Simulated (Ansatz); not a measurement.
# ScAl3, response to strain

The reference is ScAl₃ in the Cu3Au type structure (space group Pm-3m, No. 221; a = 4.033 Å; relaxed with 0.1 eV smearing). Axes: x, y, z lie along the cube axes.

Strains are applied to the cell and any free atomic positions relax.

The values are results of LDA, PAW, 420 eV (Ansatz, a program for electronic structure; no spin-orbit coupling), not measurements.

Notes on the quantities. energy relative to the base: free energy F.

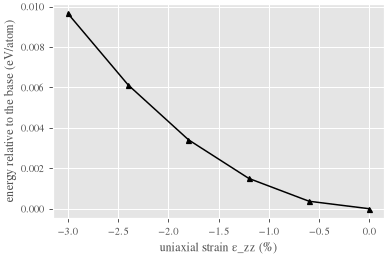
*Energy relative to the base against uniaxial strain ε_zz*

Question: From the plot, what is the energy relative to the base for uniaxial strain ε_zz = −0.60 %?

Answer: About 0.0004 eV/atom.

Question: Is the trend monotonic over the range shown?

Answer: Yes, it falls throughout, spanning 0 meV/atom to +9.7 meV/atom.

Stability against distortions was not tested. The final runs are not spin-polarised.
